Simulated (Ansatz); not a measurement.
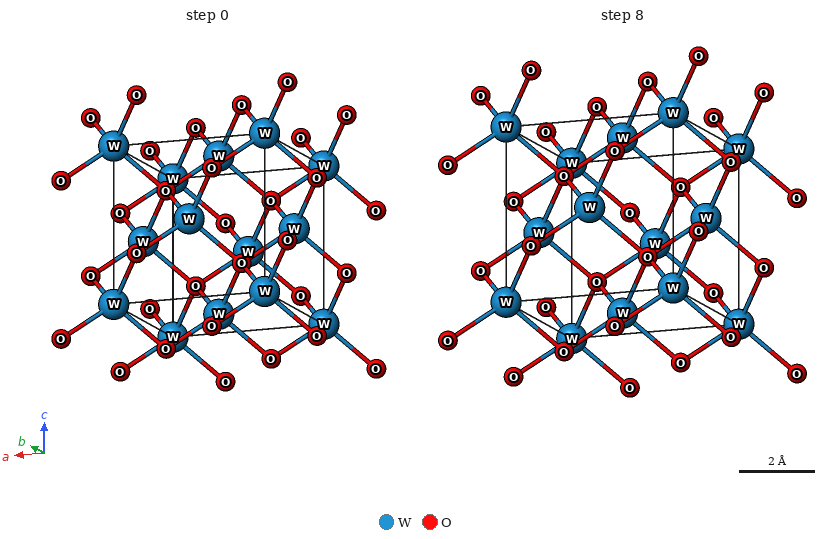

The structure of a crystal of WO (built on the zinc blende type) (coarse preliminary run) before (left) and after (right) a relaxation, at one scale.

Style: ball-and-stick. Shown: the conventional cell (4 times the calculation's cell), from a free direction. Lengths and directions refer to the drawn axes.

Method: DFT PBE+U, scalar-relativistic, plane waves, PAW (Ansatz).

Input file:
```yaml
crystal:
  lattice:
    - [0.0, 2.1784500668, 2.1784500668]
    - [2.1784500668, 0.0, 2.1784500668]
    - [2.1784500668, 2.1784500668, 0.0]
  atoms:
    - { symbol: W, position: [0.0, 0.0, 0.0], spin: 0.86 }
    - { symbol: O, position: [0.25, 0.25, 0.25], spin: 0.13 }
basis:
  ecutwfc: 420
kpoints:
  mp_grid: { grid: [8, 8, 8] }
hamiltonian:
  xc: pbe
  hubbard: { sites: [{ species: W, l: d, u_eff: 6.2 }] }
scf:
  occupations: { method: gaussian, width: 0.1 }
output:
  forces: true
  stress: true
  eigenvalues: true
  populations: true
magnetization:
  spin_polarized: true
relax:
  adjacent_minimum: "off"
  f_tol: 0.05
  max_steps: 80
  cell: { stress_tol: 0.5 }
```

Launched with:
```bash
ansatz run input.yaml --threads 1 --pin off --max-ram 2560MiB --backend cpu --events-out ev --progress --plain --runs-dir out
```

> What changed between the two?

Over 6 accepted moves (8 points after the start) the energy falls by 1032 meV per atom. All forces vanish by symmetry, so only the cell relaxes. The pressure goes from 118.05 to 0.05 GPa. At 2 points the geometry stayed and the basis and grid were re-selected for the new cell (energy shift of 47.7 meV per atom at most each time). No atom moves by more than 0.005 Å relative to the cell. The drawn cell changes as follows: a = b = c 4.357 → 4.825 Å (+10.7 %); the volume changes by +35.8 %. Some distances before and after: W1–W1 3.081 → 3.412 Å, W1–O2 1.887 → 2.089 Å. The space group stays F-43m (No. 216). Cost: 75 s on 1 thread of Intel(R) Xeon(R) Processor @ 2.50GHz (Skylake/Cascade Lake), on a shared host, peak memory 0.36 GiB.
